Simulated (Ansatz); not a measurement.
# What CaGeS3 in R-3c, a phase reached by a soft mode distorts into

Aim: this structure of CaGeS3 in R-3c, a phase reached by a soft mode is to be tested for unstable modes, and one is followed downhill.

Calculated with Ansatz 0.2.0; DFT PBEsol, scalar-relativistic, plane waves, PAW; PAW set soft_1.

The structure was built from a prototype and need not be the compound's stable phase.

### 1. Set-up

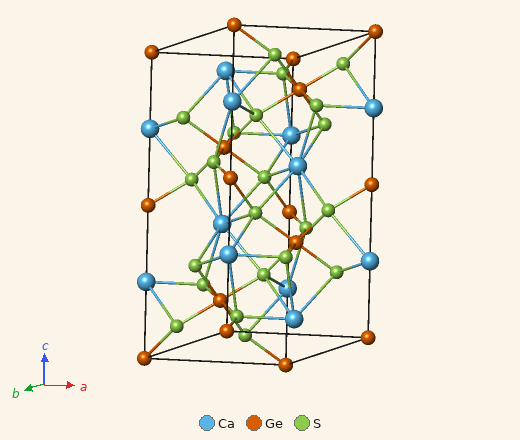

The cell as given, from a free direction (calcium blue, germanium orange, sulfur green). This picture shows the conventional cell, with its axes. Bonds to atoms that aren't drawn are left out. Some periodic images of atoms are drawn too.

### 2. Linear response at the zone centre

This phase was reached earlier by freezing in an unstable mode of a structure of higher symmetry and relaxing. Its zone-centre modes can show that it is still unstable.

The input, input.yaml:

```yaml
crystal:
  lattice:
    - [3.3836028629, 1.9535240237, 5.0245351162]
    - [-3.3836028629, 1.9535240237, 5.0245351162]
    - [0.0, -3.9070480475, 5.0245351162]
  atoms:
    - { symbol: Ca, position: [0.75, 0.75, 0.75] }
    - { symbol: Ca, position: [0.25, 0.25, 0.25] }
    - { symbol: Ge, position: [0.5, 0.5, 0.5] }
    - { symbol: Ge, position: [0.0, 0.0, 0.0] }
    - { symbol: S, position: [0.8449446094, 0.25, 0.6550553906] }
    - { symbol: S, position: [0.1550553906, 0.75, 0.3449446094] }
    - { symbol: S, position: [0.3449446094, 0.1550553906, 0.75] }
    - { symbol: S, position: [0.6550553906, 0.8449446094, 0.25] }
    - { symbol: S, position: [0.75, 0.3449446094, 0.1550553906] }
    - { symbol: S, position: [0.25, 0.6550553906, 0.8449446094] }
kpoints:
  mp_grid: { grid: [6, 6, 6] }
hamiltonian:
  xc: pbesol
  pseudopotentials: { kind: paw, azcp: { folder: soft_1 }, xc_functional: pbe }
scf:
  occupations: { method: methfessel_paxton, width: 0.2 }
output:
  eigenvalues: true
phonons:
  method: dfpt
```

The run is started by

```
$ ansatz run input.yaml --threads 4 --pin off --max-ram 16384MiB --backend cpu --events-out ev --progress --plain --runs-dir out
```

Numbers of over 12 decimals in the logs are rounded to 6 here.

Log:

```text
Engine: ansatz 0.2.0, aarch64-unknown-linux-gnu
Pseudopotentials: kind: paw
Pseudopotential: Ca, paw, valence charge 10, recommended cutoff 420 eV (normal), soft_1/Ca.paw.azcp
Pseudopotential: Ge, paw, valence charge 14, recommended cutoff 420 eV (normal), soft_1/Ge.paw.azcp
Pseudopotential: S, paw, valence charge 6, recommended cutoff 420 eV (normal), soft_1/S.paw.azcp
Functional definition: PBEsol
  exchange = pbesol_x
  correlation = pbesol_c
Crystal: 10 atoms, lattice volume = 199.272 Å³
Basis set: ecut = 420 eV, 3881 PW (Γ), exchange–correlation on 96×96×96 points (8 copies of the dense FFT grid, shifted against one another)
Bands: 52, of which v1, the nominal top of the filled ones, is band 42 counted from 1 (41 counted from 0)
Symmetry: 12 space group operations
k-points: 112 of 216 (irreducible under 1 space group operation, time reversal used)
Non-local potential: Ca, projectors of the file, l = 0: 3, l = 1: 2, l = 2: 2
Non-local potential: Ge, projectors of the file, l = 0: 2, l = 1: 2, l = 2: 3, l = 3: 1
Non-local potential: S, projectors of the file, l = 0: 2, l = 1: 2, l = 2: 1
PAW form: soft (Blöchl's): semilocal exchange-correlation on the pseudo side does not see the compensation charge
PAW frozen core: Ca, regenerated for the run's functional, and the local potential with it (the file was generated under x = pbe(κ = 0.804, μ = 0.219515), c = pbe(β = 0.066725))
PAW frozen core: Ge, regenerated for the run's functional, and the local potential with it (the file was generated under x = pbe(κ = 0.804, μ = 0.219515), c = pbe(β = 0.066725))
PAW frozen core: S, regenerated for the run's functional, and the local potential with it (the file was generated under x = pbe(κ = 0.804, μ = 0.219515), c = pbe(β = 0.066725))
PAW one-centre angular grid: Ca, 110 points (default); XC on 64 Gauss nodes
PAW one-centre angular grid: Ge, 590 points (default); XC on 64 Gauss nodes
PAW one-centre angular grid: S, 110 points (default); XC on 64 Gauss nodes
Initial density: superposition of atomic densities (chi_scale 0.1, normalization cell, long waves kept (reshape's long-wave potential 0.00 eV rms))
Initial wavefunctions: pseudopotential atomic-orbital guess
Functional: x = pbesol(κ = 0.804, μ = 0.123457), c = pbesol(β = 0.046)
SCF iter   1: F=—  HF=-17415.898733 eV  |F-HF|=—  |Δ(HF+E_count)|=         —  Δρ=5.17e-2  dr2=1.12e1  ethr=3.10e-3  ⟨swp⟩=10.4  Hψ=28717  notcnv=0
preconditioner: auto → Resta (q_TF=auto, 2.362 Å⁻¹)  ε∞=6.7  [insulator: Δε(μ)=0.164 eV  Ē_g=7.608 eV  σ=0.200 eV  W_gap=0.59  n_scr=56 (ndim 8)  ℏωp=18.2 eV  f_vac=0.000  D(μ)=0.41/eV (n_scr^D=0)  ε∞_Penn≈6.7]
SCF iter   2: F=—  HF=-17413.005011 eV  |F-HF|=—  |Δ(HF+E_count)|=    2.89e0  S|Δr|=    0.00e0  Δρ=2.28e-2  dr2=1.99e0  ethr=3.10e-3  ⟨swp⟩=4.7  Hψ=13543  notcnv=0  defer=335
SCF iter   3: F=—  HF=-17412.422908 eV  |F-HF|=—  |Δ(HF+E_count)|=   5.82e-1  S|Δr|=    0.00e0  Δρ=6.07e-3  dr2=1.31e-1  ethr=2.37e-3  ⟨swp⟩=4.9  Hψ=12201  notcnv=0  defer=324
SCF iter   4: F=—  HF=-17412.397316 eV  |F-HF|=—  |Δ(HF+E_count)|=   2.56e-2  S|Δr|=    0.00e0  Δρ=2.03e-3  dr2=1.08e-2  ethr=1.56e-4  ⟨swp⟩=3.9  Hψ=12484  notcnv=0  defer=320
SCF iter   5: F=—  HF=-17412.396478 eV  |F-HF|=—  |Δ(HF+E_count)|=   8.38e-4  S|Δr|=    0.00e0  Δρ=8.02e-4  dr2=1.45e-3  ethr=1.29e-5  ⟨swp⟩=2.0  Hψ=10062  notcnv=0  defer=320
SCF iter   6: F=—  HF=-17412.395896 eV  |F-HF|=—  |Δ(HF+E_count)|=   5.82e-4  S|Δr|=    0.00e0  Δρ=2.83e-4  dr2=1.69e-4  ethr=1.73e-6  ⟨swp⟩=2.0  Hψ=9860  notcnv=0  defer=320
SCF iter   7: F=—  HF=-17412.395955 eV  |F-HF|=—  |Δ(HF+E_count)|=   5.95e-5  S|Δr|=    0.00e0  Δρ=7.24e-5  dr2=1.36e-5  ethr=2.01e-7  ⟨swp⟩=2.3  Hψ=9560  notcnv=0  defer=320
SCF iter   8: F=—  HF=-17412.395963 eV  |F-HF|=—  |Δ(HF+E_count)|=   7.34e-6  S|Δr|=    0.00e0  Δρ=1.49e-5  dr2=5.99e-7  ethr=1.62e-8  ⟨swp⟩=2.0  Hψ=7505  notcnv=0  defer=320
SCF iter   9: F=—  HF=-17412.395861 eV  |F-HF|=—  |Δ(HF+E_count)|=   1.01e-4  S|Δr|=    0.00e0  Δρ=3.70e-6  dr2=3.27e-8  ethr=7.13e-10  ⟨swp⟩=2.0  Hψ=10331  notcnv=0  defer=324
SCF iter  10: F=—  HF=-17412.395861 eV  |F-HF|=—  |Δ(HF+E_count)|=   4.19e-9  S|Δr|=    0.00e0  Δρ=6.66e-7  dr2=9.59e-10  ethr=3.89e-11  ⟨swp⟩=2.0  Hψ=10251  notcnv=0  defer=324
SCF iter  11: F=—  HF=-17412.395861 eV  |F-HF|=—  |Δ(HF+E_count)|=  1.13e-10  S|Δr|=    0.00e0  Δρ=1.67e-7  dr2=6.97e-11  ethr=1.14e-12  ⟨swp⟩=2.0  Hψ=8700  notcnv=0  defer=324
SCF iter  12: F=-17412.395861 eV  HF=-17412.395861 eV  |F-HF|=3.64e-12  |Δ(HF+E_count)|=  3.27e-11  S|Δr|=    0.00e0  Δρ=3.91e-8  dr2=2.55e-12  ethr=1.00e-12  ⟨swp⟩=18.8  Hψ=38212  notcnv=0
SCF 1 converged in 12 iterations: F = -17412.395861 eV  dr2 = 2.55e-12
  greatest PAW one-centre occupation: 0.999 electrons in one spin orbital (limit 2), on the Ge atom at site 3 (counted from 0), in its partial waves of l = 2
DFPT response loops at Γ: preconditioner auto → Kerker (q_TF=auto, 2.362 Å⁻¹) (partly filled bands, converged f_vac=0.000); β = 1.00, the filter's whole step (`scf.mixing.beta` (0.50) is not read by the response loops under this deck's `scf.mixing.preconditioner`; to damp them name `kerker` or `kerker_dos`, under which they read `scf.mixing.beta`, and type it under 1.00, their step now; both keys bind the ground state too); Broyden in place of MSR1
SCF converged after 12 iterations
Stability not checked: this state was not tested for a lower state beside it, because cold or Methfessel-Paxton smearing, or corrected tetrahedra, fill the levels in a way that the test cannot read (fill_not_monotonic; see scf.lower_state_search)
Free energy (F): -17412.395861 eV
Harris-Foulkes:  -17412.395861 eV  (|F-HF|=3.64e-12)
Internal energy: -17412.406713 eV  (E = F + TS)
E sigma→0 (E₀):  -17412.398574 eV
Entropy (-TS):   0.010852 eV (1.085 meV/atom)
Fermi energy:    7.728902 eV
Step filling:    the computed levels leave a gap of 0.2018 eV = 1.0 smearing widths at the electron count; against every level under it full and every level over it empty, smearing changes F+E_penalty+E_count by +4.707 meV and its σ→0 estimate by +1.994 meV
--- Per-component energies (eV) ---
  E_band       = -541.306596
  E_kinetic    = 1329.445566
  E_local      = -6865.206567  (includes V_loc(G=0)·N_el)
  E_nonlocal   = 833.186389
  E_hartree    = 2950.061412
  E_xc         = -924.808518
  E_vxc        = -943.902611  (∫ρ·V_xc dr)
  E_paw        = -9190.845324  (= ΣΔE_a)
  E_vpaw       = -794.952244  (= ΣTr[D̂ρ^β])
  E_aug_tail   = 0.000025  (compensation charges beyond the density's cutoff)
  E_ewald      = -5546.684858
  E_core_change = 2.445161  (= ΣΔE_core)
  E_smearing   = 0.010852  (= −TS)
  E_closure    = -0.000000  (closes the sum)
  Σ components = -17412.395861   (vs F -17412.395861, Δ=0.00e0)
--- Band table (eV; the first three rows and the last of 112) ---
  k-point 0: bands = [... 38 lower, 6.7303, 7.1773, 7.1773, 7.6316, 7.8390, 9.8334, 10.5989, 10.5989, ... 6 higher]
  k-point 1: bands = [... 38 lower, 6.6505, 7.2141, 7.2417, 7.4958, 7.8923, 9.7546, 10.2744, 10.7530, ... 6 higher]
  k-point 2: bands = [... 38 lower, 6.4690, 6.9147, 7.2953, 7.3957, 7.9301, 8.8164, 10.8882, 11.2622, ... 6 higher]
  k-point 111: bands = [... 38 lower, 6.3451, 6.3451, 6.3451, 6.3451, 8.1499, 8.1499, 11.7062, 11.7062, ... 6 higher]
--- Phonons (Γ-DFPT): 6 representative perturbations + reference, on 112 of 216 k-points (Σ response iterations 20) ---
  k mesh reduced under 1 symmetry operation, with k and −k counted as one. Each operation leaves every solved perturbation unchanged. A smaller set is not used because it would not reduce the number of displacements times k-points to solve
  ASR residual: 7.008e-5 → 0.000e0 eV/Å²; symmetrization residual: 2.593e-5 eV/Å²
  ASR residual per site (eV/Å²): 3.19e-5 3.19e-5 7.01e-5 7.01e-5 2.25e-5 2.25e-5 2.56e-5 2.56e-5 2.25e-5 2.25e-5
  Γ frequencies (cm⁻¹): -104.58 -99.81 -99.81 -52.93 0.00 0.00 0.00 51.59 51.59 71.54 71.54 84.83 113.32 155.48 155.48 199.56 205.29 205.29 218.14 236.90 236.90 241.55 264.18 264.18 280.09 295.71 295.71 327.71 327.71 330.71
  non-analytic LO–TO correction: not included (Born effective charges unavailable; polar crystals: no LO–TO splitting at Γ)
```

Wall time 5.1 min (4 threads of Arm Neoverse V1, shared host); peak memory 3.6 GiB; 20 min of CPU time.

The column dr2 measures how far the density is from self-consistency, as an energy; F and HF (Harris–Foulkes) agree once it is small.

Numbers from this step:

| Item | Value |
| --- | --- |
| volume per atom | 19.93 Å³ |
| gap on the k-mesh | 0.2018 eV |
| sum-rule residual before enforcement | 7.01e-5 eV/Å² |
| point group | -3m |
| highest optical mode at the zone centre (no LO-TO term) | 330.7 cm⁻¹ |
| lowest optical zone-centre mode | -104.6 cm⁻¹ |

Patterns of degenerate modes are one choice out of their space. The modes at Γ (shares of kinetic energy by element, %) (negative means imaginary):

| mode | frequency (cm⁻¹) | symmetry | Ca % | Ge % | S % |
| --- | --- | --- | --- | --- | --- |
| 1 | -104.6 | A2u | 46 | 5 | 49 |
| 2 | -99.8 | Eu | 3 | 11 | 86 |
| 3 | -99.8 | Eu | 3 | 11 | 86 |
| 4 | -52.9 | A2g | 93 | 0 | 7 |
| 5 | 0.0 | acoustic | 19 | 35 | 46 |
| 6 | 0.0 | acoustic | 19 | 35 | 46 |
| 7 | 0.0 | acoustic | 19 | 35 | 46 |
| 8 | 51.6 | Eg | 12 | 0 | 88 |
| 9 | 51.6 | Eg | 12 | 0 | 88 |
| 10 | 71.5 | Eu | 23 | 57 | 20 |
| 11 | 71.5 | Eu | 23 | 57 | 20 |
| 12 | 84.8 | A2u | 34 | 53 | 12 |
| 13 | 113.3 | A2g | 7 | 0 | 93 |
| 14 | 155.5 | Eg | 68 | 0 | 32 |
| 15 | 155.5 | Eg | 68 | 0 | 32 |
| 16 | 199.6 | A1u | 0 | 92 | 8 |
| 17 | 205.3 | Eu | 34 | 60 | 6 |
| 18 | 205.3 | Eu | 34 | 60 | 6 |
| 19 | 218.1 | A1g | 0 | 0 | 100 |
| 20 | 236.9 | Eg | 5 | 0 | 95 |
| 21 | 236.9 | Eg | 5 | 0 | 95 |
| 22 | 241.6 | A2u | 1 | 7 | 92 |
| 23 | 264.2 | Eu | 16 | 31 | 52 |
| 24 | 264.2 | Eu | 16 | 31 | 52 |
| 25 | 280.1 | A1u | 0 | 8 | 92 |
| 26 | 295.7 | Eg | 15 | 0 | 85 |
| 27 | 295.7 | Eg | 15 | 0 | 85 |
| 28 | 327.7 | Eu | 5 | 6 | 90 |
| 29 | 327.7 | Eu | 5 | 6 | 90 |
| 30 | 330.7 | A2g | 0 | 0 | 100 |

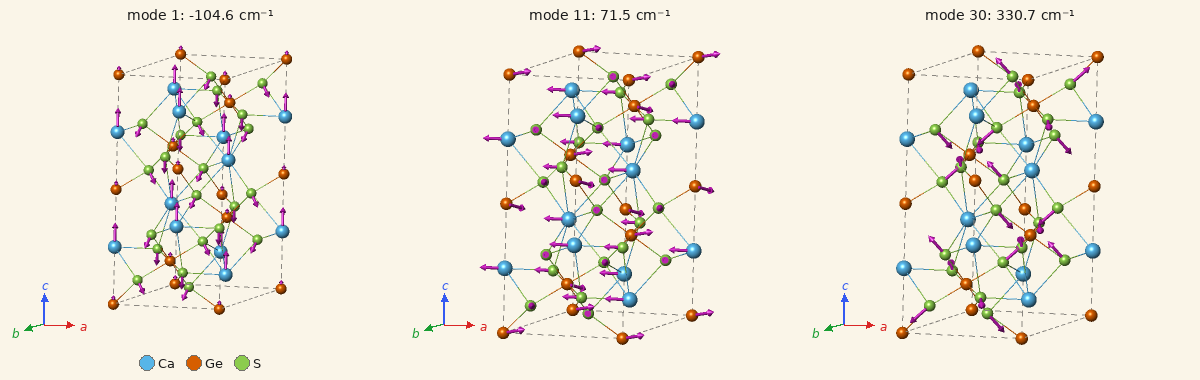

Displacement patterns of modes 1, 11 and 30 at Γ; arrows are exaggerated. Bonds to atoms that aren't drawn are left out. Some periodic images of atoms are drawn too.

Before it was imposed, the acoustic sum rule was missed by 7.0e-5 eV/Å². Small misses are needed for a sound result but don't prove that mesh and cutoff are converged. The lowest optical mode is imaginary, 104.6i cm⁻¹, so the energy falls along it.

### 3. The mode frozen in, largest atomic shift 0 Å

The mode followed lies at Γ with frequency 104.6i cm⁻¹, the softest among the wavevectors solved. At small amplitude the distorted cell has space group no. 161 by a symmetry search on the positions. The undistorted cell that holds it gives the zero of energy on the same k mesh.

Changes to input.yaml since step 2:

```diff
@@ -24,4 +24,4 @@
 output:
+  forces: true
+  stress: true
   eigenvalues: true
-phonons:
-  method: dfpt
```

Log:

```text
[...]
Crystal: 10 atoms, lattice volume = 199.272 Å³
Basis set: ecut = 420 eV, 3881 PW (Γ), exchange–correlation on 90×90×90 points (8 copies of the dense FFT grid, shifted against one another)
Bands: 52, of which v1, the nominal top of the filled ones, is band 42 counted from 1 (41 counted from 0)
Symmetry: 12 space group operations
[...]
k-points: 32 of 216
[...]
k-point 0: bands = [... 38 lower, 6.7303, 7.1773, 7.1773, 7.6316, 7.8390, 9.8334, 10.5989, 10.5989, ... 5 higher]
  k-point 1: bands = [... 38 lower, 6.6505, 7.2140, 7.2417, 7.4957, 7.8923, 9.7546, 10.2744, 10.7530, ... 5 higher]
  k-point 2: bands = [... 38 lower, 6.4690, 6.9147, 7.2953, 7.3957, 7.9301, 8.8164, 10.8882, 11.2622, ... 5 higher]
  k-point 31: bands = [... 38 lower, 6.3451, 6.3451, 6.3451, 6.3451, 8.1499, 8.1499, 11.7062, 11.7062, ... 5 higher]
[key lines of the parts left out:]
SCF converged after 9 iterations
Free energy (F): -17412.395861 eV
Fermi energy:    7.728908 eV
P = ⅓ Tr σ = 0.0029 GPa (0.029 kbar)
```

It took 6.9 s on 4 threads; peak memory 0.69 GiB; 26 s of CPU time.

This step gave:

| Item | Value |
| --- | --- |
| pressure | 0.002882 GPa |
| energy from the undistorted cell | 0 meV/atom |

The run ends at a pressure of 0.00 GPa, with forces up to 1.3e-4 eV/Å.

### 4. The mode frozen in, largest atomic shift 0.22 Å

The atoms are moved along the unstable eigenvector, the largest shift by 0.22 Å, with the cell fixed.

input.yaml, the sections that differ from step 3:

```yaml
crystal:
  lattice:
    - [3.3836028629, 1.9535240237, 5.0245351162]
    - [-3.3836028629, 1.9535240237, 5.0245351162]
    - [0.0, -3.9070480475, 5.0245351162]
  atoms:
    - { symbol: Ca, position: [0.7354049516, 0.7354049516, 0.7354049516] }
    - { symbol: Ca, position: [0.2354049516, 0.2354049516, 0.2354049516] }
    - { symbol: Ge, position: [0.4964436936, 0.4964436936, 0.4964436936] }
    - { symbol: Ge, position: [-0.0035563064, -0.0035563064, -0.0035563064] }
    - { symbol: S, position: [0.8481270467, 0.2699368997, 0.6582378279] }
    - { symbol: S, position: [0.1582378279, 0.7699368997, 0.3481270467] }
    - { symbol: S, position: [0.3481270467, 0.1582378279, 0.7699368997] }
    - { symbol: S, position: [0.6582378279, 0.8481270467, 0.2699368997] }
    - { symbol: S, position: [0.7699368997, 0.3481270467, 0.1582378279] }
    - { symbol: S, position: [0.2699368997, 0.6582378279, 0.8481270467] }
# kpoints, hamiltonian, scf, output: as in step 3
```

Log:

```text
[...]
Crystal: 10 atoms, lattice volume = 199.272 Å³
Basis set: ecut = 420 eV, 3881 PW (Γ), exchange–correlation on 90×90×90 points (8 copies of the dense FFT grid, shifted against one another)
Bands: 52, of which v1, the nominal top of the filled ones, is band 42 counted from 1 (41 counted from 0)
Symmetry: 6 space group operations
[...]
k-points: 32 of 216 (time reversal used)
[...]
k-point 0: bands = [... 38 lower, 6.6181, 7.1671, 7.1671, 7.5569, 7.9476, 9.7383, 10.6272, 10.6272, ... 5 higher]
  k-point 1: bands = [... 38 lower, 6.5821, 7.1564, 7.1922, 7.4377, 7.9818, 9.6418, 10.2687, 10.7935, ... 5 higher]
  k-point 2: bands = [... 38 lower, 6.4496, 6.8184, 7.2696, 7.3575, 7.9876, 8.7693, 10.7860, 11.1944, ... 5 higher]
  k-point 31: bands = [... 38 lower, 6.3101, 6.3101, 6.3101, 6.3101, 8.1457, 8.1457, 11.6793, 11.6793, ... 5 higher]
[key lines of the parts left out:]
SCF converged after 9 iterations
Free energy (F): -17412.502572 eV
Fermi energy:    7.605169 eV
P = ⅓ Tr σ = 0.5194 GPa (5.194 kbar)
```

Wall time 9.5 s (4 threads); peak memory 0.63 GiB; 37 s of CPU time.

Numbers from this step:

```yaml
pressure: 0.5194 GPa
gap_on_the_k_mesh: 0.3324 eV
energy_from_the_undistorted_cell: -10.69 meV/atom
```

The energy, extrapolated to zero smearing, is -10.69 meV/atom against the undistorted cell.

The run ends at a pressure of 0.52 GPa, with forces up to 0.11 eV/Å.

### 5. Energy along the mode, all amplitudes (two of the runs are shown above)

An imaginary frequency means negative curvature, so the energy should fall and then rise again as anharmonic terms take over.

This step gave:

| Item | Value |
| --- | --- |
| depth at the lowest point sampled | 10.69 meV/atom |
| largest atomic shift at that point | 0.22 Å |

Table of energy from the parent by largest atomic shift:

| largest atomic shift (Å) | energy from the parent (meV/atom) |
| --- | --- |
| 0.000 | 0 |
| 0.040 | -0.554 |
| 0.080 | -2.12 |
| 0.140 | -6.05 |
| 0.220 | -10.7 |
| 0.320 | -7.87 |
| 0.450 | 34.3 |

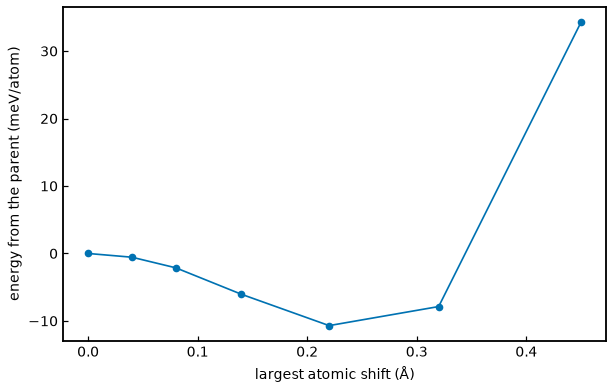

Energy from the parent, plotted against largest atomic shift.

Displacement at unit largest shift by atom:

| atom | x (Å) | y (Å) | z (Å) | size |
| --- | --- | --- | --- | --- |
| Ca1 | 0.00 | 0.00 | -1.00 | 1.00 |
| Ca2 | 0.00 | 0.00 | -1.00 | 1.00 |
| Ge3 | 0.00 | 0.00 | -0.24 | 0.24 |
| Ge4 | 0.00 | 0.00 | -0.24 | 0.24 |
| S5 | -0.26 | 0.15 | 0.60 | 0.67 |
| S6 | -0.26 | 0.15 | 0.60 | 0.67 |
| S7 | 0.00 | -0.30 | 0.60 | 0.67 |
| S8 | 0.00 | -0.30 | 0.60 | 0.67 |
| S9 | 0.26 | 0.15 | 0.60 | 0.67 |
| S10 | 0.26 | 0.15 | 0.60 | 0.67 |

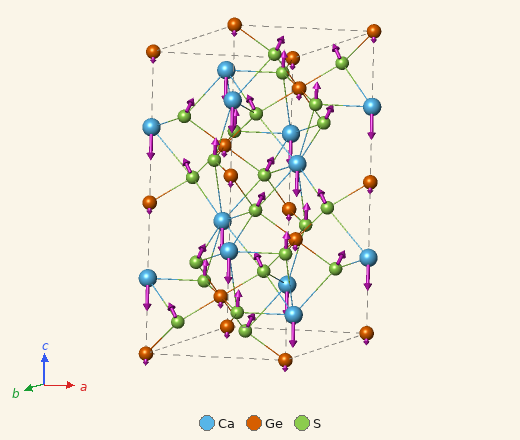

Displacement at unit largest shift as arrows, the longest 1 Å. Bonds to atoms that aren't drawn are left out. Some periodic images of atoms are drawn too.

The lowest of the steps tried is at 0.22 Å, 10.7 meV/atom below the parent; the bottom of the well need not coincide with a step.

[end of part 1 of 3]

[Logs are printed without paths, hosts, clocks, repeated set-up lines and the standing remarks that a program may print on its own settings, such as how far it seeks lower states.]

[Hosts, paths, dates, database ids (printed as entryN), source tags and the programs' standing remarks are cut or masked in the printed files.]
